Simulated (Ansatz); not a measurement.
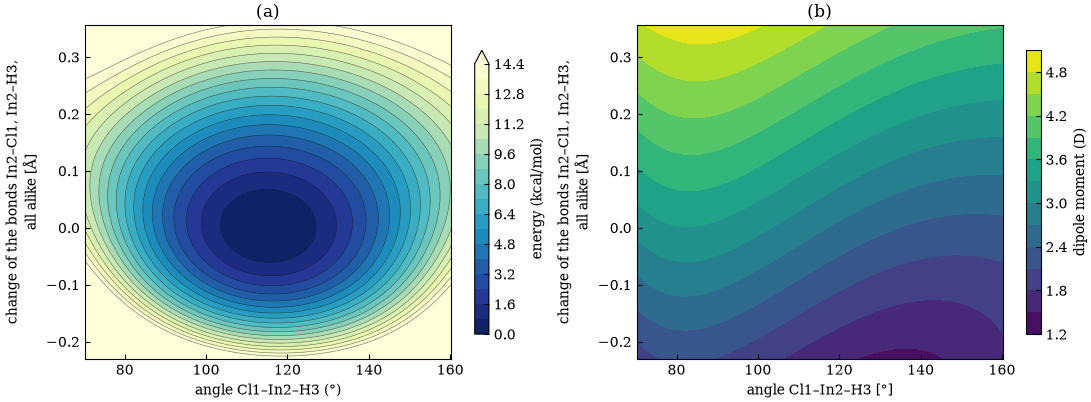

ClHIn, SMILES [Cl][InH], spin multiplicity 2. Coordinates scanned: (1) angle Cl1–In2–H3; (2) change of the bonds In2–Cl1, In2–H3, all alike. Nothing is relaxed (all other coordinates rigid). Grid: 15 × 15 points. Points are written as (first, second). All energies are given in kcal/mol relative to the relaxed molecule at the same level. Computed with Ansatz 0.2.0, UKS PBE-D4/def2-TZVP.

Panel (a) is the energy and panel (b) the computed dipole moment on the same grid.

In the figure: filled contours, one colour for all values above the top of the scale. Between grid points the surface is interpolated.

**How does the dipole moment vary over the map, and what is it at the lowest grid point?**

Leaving out the highest fifth of the energies, it runs from 1.58 D at (140.9°, −0.189 Å) to 4.75 D at (89.5°, 0.314 Å). At the lowest grid point, (115.2°, 0.021 Å), it is 2.85 D.

| second ↓, first → | 70.2 | 76.6 | 83.0 | 89.5 | 95.9 | 102.3 | 108.8 | 115.2 | 121.6 | 128.1 | 134.5 | 140.9 | 147.3 | 153.8 | 160.2 |
| --- | --- | --- | --- | --- | --- | --- | --- | --- | --- | --- | --- | --- | --- | --- | --- |
| 0.356 | 4.75 | 4.88 | 4.94 | 4.94 | 4.88 | 4.78 | 4.66 | 4.53 | 4.41 | 4.28 | 4.18 | 4.08 | 4.01 | 3.95 | 3.91 |
| 0.314 | 4.55 | 4.69 | 4.75 | 4.75 | 4.68 | 4.58 | 4.45 | 4.32 | 4.19 | 4.07 | 3.96 | 3.87 | 3.80 | 3.75 | 3.71 |
| 0.272 | 4.35 | 4.50 | 4.56 | 4.55 | 4.48 | 4.37 | 4.24 | 4.11 | 3.98 | 3.86 | 3.75 | 3.66 | 3.59 | 3.54 | 3.52 |
| 0.231 | 4.16 | 4.31 | 4.37 | 4.36 | 4.28 | 4.17 | 4.04 | 3.90 | 3.77 | 3.65 | 3.54 | 3.45 | 3.39 | 3.35 | 3.32 |
| 0.189 | 3.97 | 4.12 | 4.18 | 4.16 | 4.08 | 3.96 | 3.83 | 3.69 | 3.56 | 3.43 | 3.33 | 3.25 | 3.18 | 3.15 | 3.13 |
| 0.147 | 3.77 | 3.93 | 3.99 | 3.96 | 3.87 | 3.75 | 3.62 | 3.48 | 3.34 | 3.22 | 3.12 | 3.04 | 2.98 | 2.95 | 2.94 |
| 0.105 | 3.58 | 3.74 | 3.79 | 3.76 | 3.67 | 3.54 | 3.41 | 3.27 | 3.13 | 3.01 | 2.91 | 2.83 | 2.78 | 2.75 | 2.75 |
| 0.063 | 3.38 | 3.54 | 3.59 | 3.55 | 3.46 | 3.33 | 3.20 | 3.06 | 2.92 | 2.80 | 2.71 | 2.63 | 2.58 | 2.57 | 2.57 |
| 0.021 | 3.19 | 3.35 | 3.39 | 3.35 | 3.25 | 3.12 | 2.99 | 2.85 | 2.71 | 2.60 | 2.50 | 2.43 | 2.39 | 2.38 | 2.40 |
| −0.021 | 2.99 | 3.15 | 3.19 | 3.14 | 3.04 | 2.92 | 2.78 | 2.64 | 2.51 | 2.39 | 2.30 | 2.24 | 2.21 | 2.21 | 2.23 |
| −0.063 | 2.78 | 2.94 | 2.98 | 2.93 | 2.83 | 2.71 | 2.57 | 2.43 | 2.30 | 2.19 | 2.11 | 2.06 | 2.04 | 2.05 | 2.09 |
| −0.105 | 2.58 | 2.74 | 2.77 | 2.72 | 2.62 | 2.50 | 2.36 | 2.22 | 2.10 | 2.00 | 1.92 | 1.89 | 1.88 | 1.91 | 1.97 |
| −0.147 | 2.37 | 2.53 | 2.56 | 2.51 | 2.41 | 2.29 | 2.15 | 2.02 | 1.90 | 1.81 | 1.75 | 1.73 | 1.74 | 1.79 | 1.87 |
| −0.189 | 2.16 | 2.32 | 2.35 | 2.30 | 2.20 | 2.08 | 1.95 | 1.82 | 1.71 | 1.63 | 1.58 | 1.58 | 1.62 | 1.69 | 1.79 |
| −0.231 | 1.94 | 2.10 | 2.14 | 2.09 | 1.99 | 1.87 | 1.74 | 1.63 | 1.53 | 1.46 | 1.44 | 1.45 | 1.52 | 1.61 | 1.73 |
